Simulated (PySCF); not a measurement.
Consider C5H12B2O2 (SMILES OB(O)B1CCCCC1).

Input file:

```
{"job": {"kind": "nmr", "xc": "PBE0", "basis": "pcSseg-1"}, "charge": 0, "multiplicity": 1}
O      3.512417     0.490505     0.469987
B      2.667154    -0.556130     0.724308
O      3.122584    -1.770321     1.163445
B      0.970684    -0.341608     0.468103
C     -0.028510    -1.533411     0.667475
C     -1.434785    -1.339298     0.101177
C     -1.953488     0.081345     0.306025
C     -1.052329     1.124131    -0.349627
C      0.375436     1.083519     0.194723
H      4.447142     0.309713     0.620723
H      4.076662    -1.830983     1.288950
H     -0.071976    -1.570050     1.781850
H      0.409173    -2.509889     0.402456
H     -2.141287    -2.066749     0.535809
H     -1.418738    -1.551747    -0.983310
H     -2.028706     0.291782     1.389793
H     -2.978091     0.167016    -0.092257
H     -1.491818     2.129626    -0.235529
H     -1.029341     0.931255    -1.437640
H      0.400897     1.523708     1.219052
H      1.069136     1.726466    -0.372386
```

Command:

```sh
OMP_NUM_THREADS=1 python probes_run.py task.json out
```

Geometry: PBE0-D3(BJ)/def2-SVP.

Theory: PBE0/pcSseg-1, SCF density, gas phase, non-relativistic in PySCF.

What can the converged electron density and electron localisation function tell about the bonding?

Answer. B–O (1.37 Å): ρ at the midpoint is about 2.1 e/Å³; the ELF peaks at about 0.90 between the atoms (a polar covalent bond).
C–C (1.53 Å): the density is about 1.6 e/Å³ at the midpoint; the ELF peaks at about 0.95 between the atoms; a covalent bond.
C–B (1.57 Å): ρ at the midpoint is about 1.4 e/Å³; the ELF peaks at about 0.95 between the atoms (a covalent bond).
B–B (1.73 Å): the density is about 1 e/Å³ at the midpoint; the ELF peaks at about 1 between the atoms (a shared electron pair).

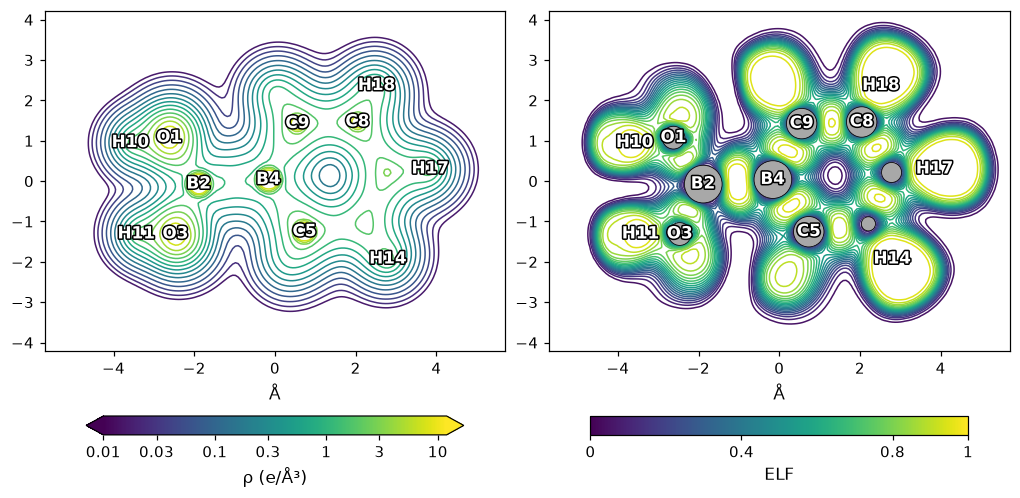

Computed electron density and electron localisation function on the plane of atoms B2, B4 and C5, in this order. Grey discs cover the atomic cores in the ELF map. 
